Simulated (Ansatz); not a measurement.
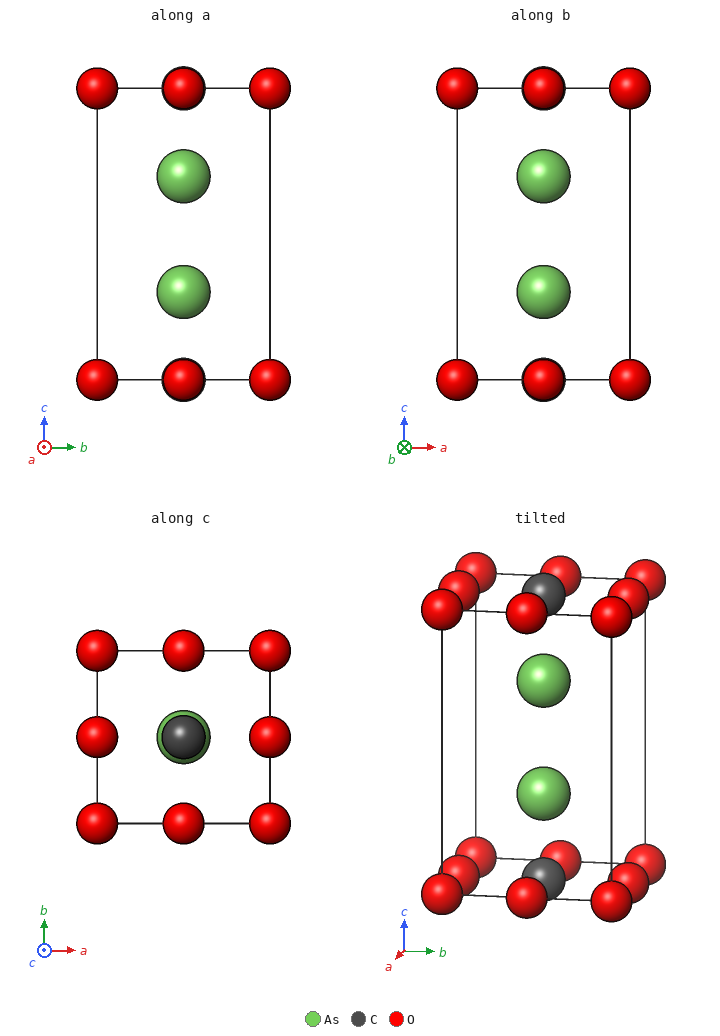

View along the a axis, along the b axis, along the c axis and slightly off an axis, drawn as a spheres-only model. The wireframe shows the conventional unit cell.

Lattice parameters: a = 3.816 Å, b = 3.816 Å, c = 6.438 Å, α = 90.00°, β = 90.00°, γ = 90.00°. Put a along x and b in the xy plane.

**Reconstruct the structure as a POSCAR file, with free fractional coordinates to two decimals.**

```
As C O
1.0
     3.816    0.000    0.000
     0.000    3.816    0.000
     0.000    0.000    6.438
As C O
2 1 3
Direct
  0.50 0.50 0.30
  0.50 0.50 0.70
  0.50 0.50 0.00
  0.00 0.50 0.00
  0.50 0.00 0.00
  0.00 0.00 0.00
```

The structure comes from a random cell made by a generator, so it need not be a real form of the compound. It is drawn as it came out of a relaxation with DFT PBE, scalar-relativistic, plane waves, PAW (Ansatz 0.2.0).
